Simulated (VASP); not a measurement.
Band structure of CaF₂ (fluorite). All values below come from PBE GGA, VASP's PBE PAW potentials (set 64) (plane waves; VASP).

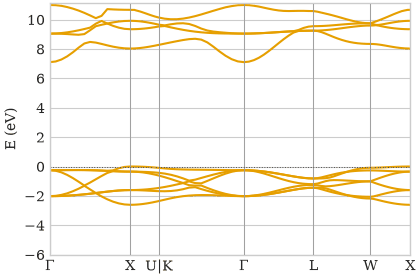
Fig. 1. Bands along high-symmetry lines, zero at the valence-band maximum or, without a gap, the Fermi level

Q: Read the plot: is there a gap, and where are the band edges?

A: The gap is indirect, 7.10 eV, from the valence maximum at X to the conduction minimum at Γ. (Edges off the drawn lines would not show.)

Measured: gap 11.80 eV (computed value off by -4.70 eV), as given by E. Cadelano et al., The European Physical Journal B (2011), arXiv:1107.5962.

The compound is CaF2 in the fluorite structure. It was relaxed first.
